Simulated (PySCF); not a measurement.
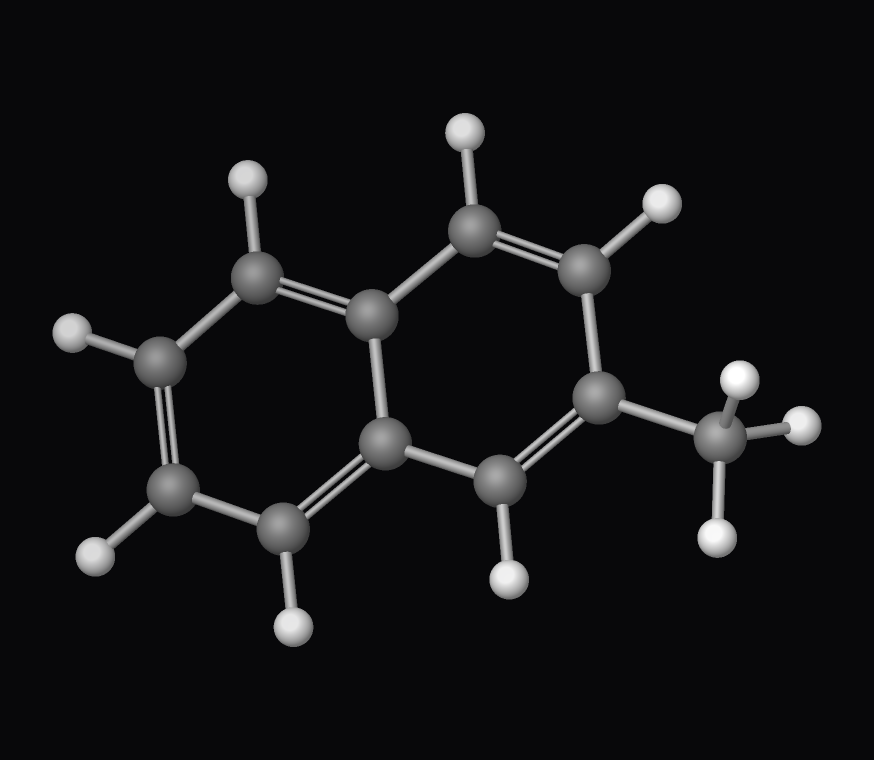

Colours: carbon grey, hydrogen white.

What is the molecular formula?

C₁₁H₁₀, 21 atoms: 11 carbon and 10 hydrogen.

Give a SMILES string for it.

Cc1ccc2ccccc2c1

More results for the same structure follow; atom numbers are the same in all pictures, views and colours differ. The computed structure is the end point of a PBE0-D3(BJ)/def2-SVP optimisation. No frequency run is at hand to confirm it as a minimum.

Geometry

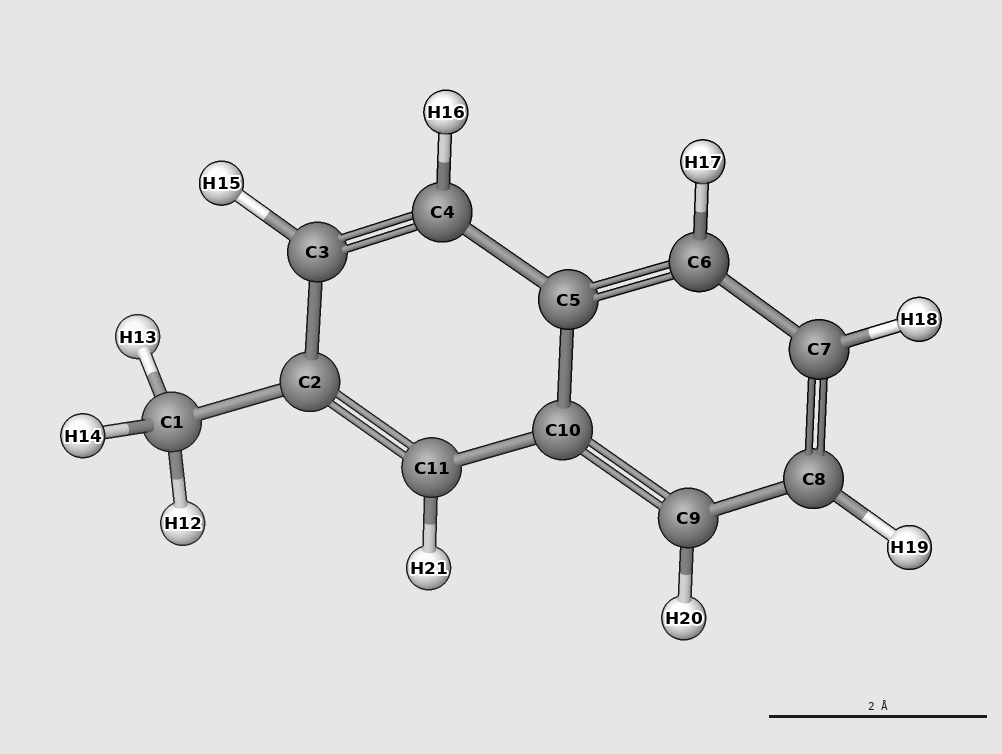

Numbered structure. No frequency run is at hand to confirm it as a minimum.

Which atoms are bonded, and how long are the bonds? Leave out bonds to hydrogen.

```
   bond  length (Å)     order
  C1–C2       1.500    single
  C2–C3       1.422  aromatic
 C2–C11       1.378  aromatic
  C3–C4       1.373  aromatic
  C4–C5       1.419  aromatic
  C5–C6       1.418  aromatic
 C5–C10       1.428  aromatic
  C6–C7       1.376  aromatic
  C7–C8       1.414  aromatic
  C8–C9       1.376  aromatic
 C9–C10       1.419  aromatic
C10–C11       1.419  aromatic
```

Levels of theory compared

No frequency run is at hand to confirm it as a minimum. Program: PySCF 2.14.0.

At this fixed geometry, give HOMO–LUMO gap (eV), HOMO energy (eV) at these levels: B3LYP/pcJ-1; CAM-B3LYP/def2-SVPD; KT2/pcSseg-2; PBE0/pcSseg-1.

```csv
level,HOMO–LUMO gap (eV),HOMO energy (eV)
B3LYP/pcJ-1,4.78,−6.04
CAM-B3LYP/def2-SVPD,7.23,−7.34
KT2/pcSseg-2,3.45,−5.37
PBE0/pcSseg-1,5.14,−6.26
```

Excitation

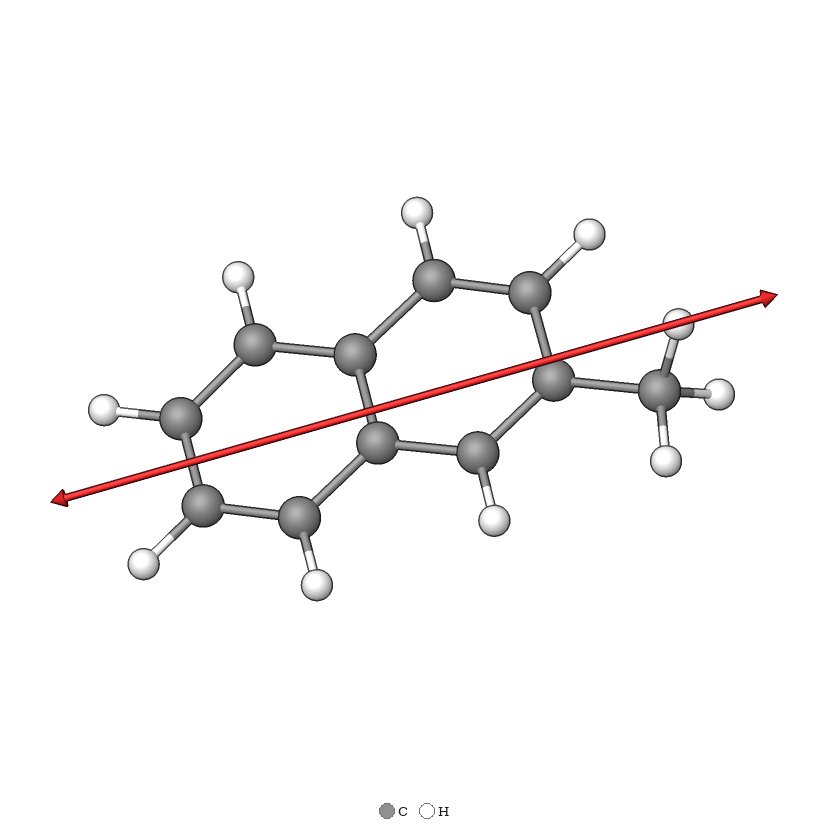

The double arrow shows the direction of the transition dipole to excited singlet state 3 (its length means nothing). No frequency run is at hand to confirm it as a minimum. Level of theory: TDDFT CAM-B3LYP/def2-SVPD, vertical, gas phase, core orbitals frozen in the response (PySCF 2.14.0).

Where does the transition lie, and how strong is it?

6.01 eV (206 nm), oscillator strength 1.45, of mixed character, with the largest part HOMO → LUMO+1 (weight 0.48); transition dipole 7.97 D.

NMR shielding

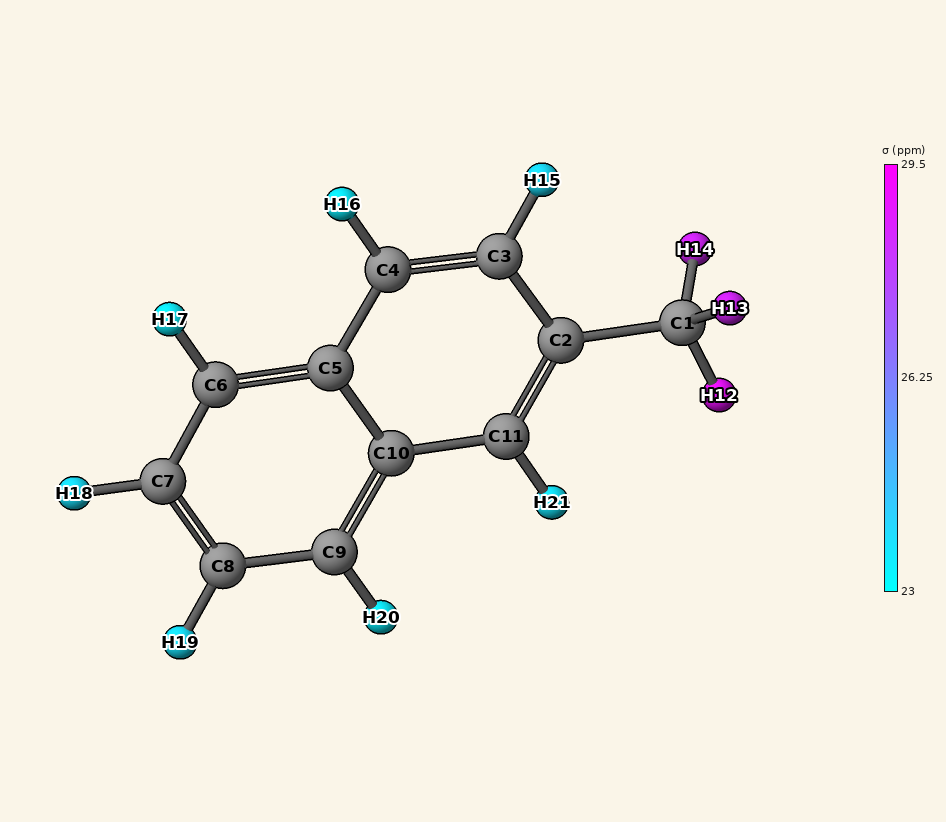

Atoms are coloured by their isotropic NMR shieldings (H only, the others grey). No frequency run is at hand to confirm it as a minimum. Properties computed with GIAO PBE0/pcSseg-1 NMR shielding, non-relativistic, gas phase (PySCF 2.14.0).

Give the isotropic NMR shieldings of the H atoms atom by atom.

```
atom  σ (ppm)
 H12    29.04
 H13    28.53
 H14    28.51
 H15    23.75
 H16    23.39
 H17    23.38
 H18    23.69
 H19    23.66
 H20    23.41
 H21    23.57
```
